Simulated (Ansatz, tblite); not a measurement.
# GeHMe2Cl (C2H7ClGe): spin states and exact exchange

Aim: set other spin states of GeHMe2Cl (C2H7ClGe) against its singlet, on many levels of theory.

The runs use Ansatz 0.2.0, Gaussian basis; as each input shows.

Plan: triplet, at the geometry of the singlet (GFN1-xTB, GFN2-xTB, PBE0-D4/def2-TZVP, PBE-D4/def2-TZVP, r2SCAN-D4/def2-TZVP); the singlet's energies come from earlier runs.

**1. The structure**

The geometry is that of the singlet, from an earlier relaxation (PBE0-D4/def2-SVP).

11 atoms, charge 0, spin multiplicity 1.

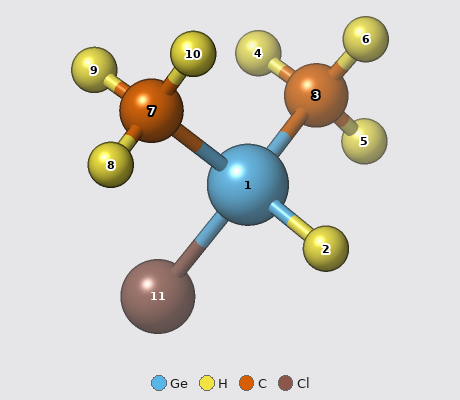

The structure; germanium blue, hydrogen yellow, carbon orange, chlorine brown; atoms are numbered from 1 in the order of the file.

As a file:

```mol
C2H7ClGe
  3D, bonds by distance, orders not assigned

 11 10  0  0  0  0  0  0  0  0999 V2000
   -0.2573   -0.4357    0.4848 Ge  0  0
   -0.3120   -0.5280    2.0222 H   0  0
    1.5640   -0.5320   -0.1826 C   0  0
    1.5618   -0.5004   -1.2815 H   0  0
    2.0411   -1.4669    0.1432 H   0  0
    2.1506    0.3182    0.1978 H   0  0
   -1.2226    1.1113   -0.1836 C   0  0
   -2.2656    1.0902    0.1617 H   0  0
   -1.2140    1.1103   -1.2830 H   0  0
   -0.7471    2.0366    0.1762 H   0  0
   -1.2990   -2.2035   -0.2552 Cl  0  0
  1  2  8  0
  1  3  8  0
  1  7  8  0
  1 11  8  0
  3  4  8  0
  3  5  8  0
  3  6  8  0
  7  8  8  0
  7  9  8  0
  7 10  8  0
M  END
```

**2. Triplet at the fixed geometry, GFN1-xTB**

Tight binding, by tblite at 300 K electronic temperature and without a spin-polarisation term:

```python
tblite.interface.Calculator('GFN1-xTB', numbers, positions, charge=0, uhf=2).singlepoint()
```

Energy -372.8562 eV; 0.016 s.

**3. Triplet at the fixed geometry, GFN2-xTB**

Tight binding, by tblite at 300 K electronic temperature and without a spin-polarisation term:

```python
tblite.interface.Calculator('GFN2-xTB', numbers, positions, charge=0, uhf=2).singlepoint()
```

Energy -383.5076 eV; 0.014 s.

**4. Triplet at the fixed geometry, PBE0-D4/def2-TZVP**

in.yaml

```yaml
crystal:
  periodic: [false, false, false]
  atoms:
    - {symbol: Ge, position_ang: [-0.257257, -0.435681, 0.484773]}
    - {symbol: H, position_ang: [-0.311993, -0.528012, 2.022155]}
    - {symbol: C, position_ang: [1.564028, -0.532034, -0.182578]}
    - {symbol: H, position_ang: [1.561773, -0.500424, -1.281493]}
    - {symbol: H, position_ang: [2.041118, -1.466899, 0.143156]}
    - {symbol: H, position_ang: [2.150607, 0.318205, 0.197832]}
    - {symbol: C, position_ang: [-1.222560, 1.111259, -0.183628]}
    - {symbol: H, position_ang: [-2.265596, 1.090191, 0.161747]}
    - {symbol: H, position_ang: [-1.213968, 1.110302, -1.282952]}
    - {symbol: H, position_ang: [-0.747130, 2.036565, 0.176208]}
    - {symbol: Cl, position_ang: [-1.299034, -2.203473, -0.255199]}
basis:
  gaussian: {orbitals: def2-TZVP}
magnetization: {spin_polarized: true, initial_magnetization: 2}
hamiltonian: {xc: pbe0, dispersion: d4}
scf: {omitted_lower_state_checks: [starts]}
output: {orbitals: {seedname: orbitals}}
```

Command:

```
$ ansatz run in.yaml --threads 2 --pin off --events-out ev --progress --plain --max-ram 4352MiB
```

The log of the run:

```text
Functional definition: PBE0
  name "PBE0"
  cite "Adamo & Barone, J. Chem. Phys. 110, 6158 (1999) doi:10.1063/1.478522"
  cite "Perdew, Burke & Ernzerhof, Phys. Rev. Lett. 77, 3865 (1996) doi:10.1103/PhysRevLett.77.3865"
  parent pbe
  parameter a = 0.25
  parameter kappa = 0.804
  parameter beta = 0.06672455060314922
  exchange = (1 - a)*pbe_x(kappa = kappa, mu = beta*pi^2/3) + a*exact_x
  correlation = pbe_c(beta = beta)
these checks for a lower state are left out or cut short: starts
1337 factors; their error is unknown
mean field evaluation 1: about -71197.6941 eV, gradient 5.2e1 eV
mean field evaluation 2: about -71179.0643 eV, gradient 7.3e1 eV
mean field evaluation 4: about -71210.5514 eV, gradient 8.5e0 eV
mean field evaluation 8: about -71210.9601 eV, gradient 2.6e-1 eV
mean field evaluation 16: about -71211.2530 eV, gradient 6.6e-3 eV
mean field evaluation 32: about -71211.2530 eV, gradient 3.6e-5 eV
mean field -71211.25303237 eV, -2616.9652802187 hartree, gradient 8.0e-6 eV, S^2 2.006064; 0 other end points of the search recorded, 0 dependent functions left out
reference -71211.25306316 eV, -2616.9652813500 hartree; 35, 33 occupied and 154, 156 virtual orbitals, 1337 factors
Total energy: -71211.44630887 eV, -2616.9723829990 hartree
Checks for a lower state left out: starts
```

Wall time 27 s (2 threads of Arm Neoverse V1, shared host); peak memory 1 GiB.

Report: HOMO -1.69 eV, LUMO -6.56 eV (over both spins; with the spin held, an empty level of the minority spin lies below the top filled one); ⟨S²⟩ 2.006 (pure: 2.00).

**5. Triplet at the fixed geometry, PBE-D4/def2-TZVP**

start.molden holds the orbitals of an earlier run on this state, given as this run's starting guess.

Edit in.yaml of step 4 so:

```diff
@@ -15,5 +15,5 @@
 basis:
-  gaussian: {orbitals: def2-TZVP}
+  gaussian: {orbitals: def2-TZVP, initial_orbitals: start.molden}
 magnetization: {spin_polarized: true, initial_magnetization: 2}
-hamiltonian: {xc: pbe0, dispersion: d4}
+hamiltonian: {xc: pbe, dispersion: d4}
 scf: {omitted_lower_state_checks: [starts]}
```

Launched as before.

The log of the run:

```text
Functional definition: PBE
  name "PBE"
  cite "Perdew, Burke & Ernzerhof, Phys. Rev. Lett. 77, 3865 (1996) doi:10.1103/PhysRevLett.77.3865"
  parent pbe
  parameter kappa = 0.804
  parameter beta = 0.06672455060314922
  exchange = pbe_x(kappa = kappa, mu = beta*pi^2/3)
  correlation = pbe_c(beta = beta)
these checks for a lower state are left out or cut short: starts
1282 factors; their error is unknown
mean field evaluation 1: about -71208.5337 eV, gradient 8.9e0 eV
mean field evaluation 2: about -71208.6710 eV, gradient 2.4e-1 eV
mean field evaluation 4: about -71208.6372 eV, gradient 1.6e-2 eV
mean field evaluation 8: about -71208.6372 eV, gradient 6.9e-5 eV
mean field -71208.63716652 eV, -2616.8691489219 hartree, gradient 2.3e-6 eV, S^2 2.002646; 0 other end points of the search recorded, 0 dependent functions left out
reference -71208.63720810 eV, -2616.8691504499 hartree; 35, 33 occupied and 154, 156 virtual orbitals, 1282 factors
Total energy: -71208.86385610 eV, -2616.8774796100 hartree
Checks for a lower state left out: starts
```

Run time: 14 s. Hardware: 2 threads of Arm Neoverse V1, shared host.

HOMO -0.86 eV, LUMO -7.14 eV (over both spins; with the spin held, an empty level of the minority spin lies below the top filled one); ⟨S²⟩ 2.003 (pure: 2.00).

**6. Triplet at the fixed geometry, r2SCAN-D4/def2-TZVP**

Edit in.yaml of step 5 so:

```diff
@@ -17,3 +17,3 @@
 magnetization: {spin_polarized: true, initial_magnetization: 2}
-hamiltonian: {xc: pbe, dispersion: d4}
+hamiltonian: {xc: r2scan, dispersion: d4}
 scf: {omitted_lower_state_checks: [starts]}
```

Same command.

The log of the run, cut to the lines that bear on the results:

```text
Functional definition: r2SCAN
  name "r2SCAN"
  cite "Furness, Kaplan, Ning, Perdew & Sun, J. Phys. Chem. Lett. 11, 8208 (2020) doi:10.1021/acs.jpclett.0c02405"
  cite "Furness, Kaplan, Ning, Perdew & Sun, J. Phys. Chem. Lett. 11, 9248 (2020) doi:10.1021/acs.jpclett.0c03077"
  parent r2scan
[...]
1282 factors; their error is unknown
[...]
mean field -71222.93892905 eV, -2617.3947290007 hartree, gradient 9.0e-6 eV, S^2 2.006502; 0 other end points of the search recorded, 0 dependent functions left out
reference -71222.93894300 eV, -2617.3947295132 hartree; 35, 33 occupied and 154, 156 virtual orbitals, 1282 factors
Total energy: -71222.99512665 eV, -2617.3967942242 hartree
Checks for a lower state left out: starts
```

Wall time 31 s (2 threads of Arm Neoverse V1, shared host); peak memory 0.56 GiB.

HOMO -0.98 eV, LUMO -7.19 eV (over both spins; with the spin held, an empty level of the minority spin lies below the top filled one); ⟨S²⟩ 2.007 (pure: 2.00).

**7. Triplet less singlet, vertical**

The singlet's energies are those of its earlier runs, whose logs aren't repeated here.

```
              level  triplet less singlet, vertical (kcal/mol)     time
           GFN1-xTB                                     +167.2  0.023 s
           GFN2-xTB                                     +168.9  0.019 s
   PBE-D4/def2-TZVP                                     +148.7     17 s
r2SCAN-D4/def2-TZVP                                     +155.1     38 s
  PBE0-D4/def2-TZVP                                     +158.7     31 s
```

Times add the two runs; a level without a time comes out of a correlated run. Tight binding without a spin term can't rank spin states.

**8. Summary of results**

| quantity | value |
| --- | --- |
| triplet less singlet, vertical, functionals in def2-TZVP | +148.7 (PBE-D4) to +158.7 kcal/mol (PBE0-D4) |

**Reading.** All functionals put the triplet above the singlet, over a spread of 10.1 kcal/mol. The checks for a lower triplet were left out, so another state of that spin may lie lower. These are electronic energies, without zero-point motion, entropy or surroundings.
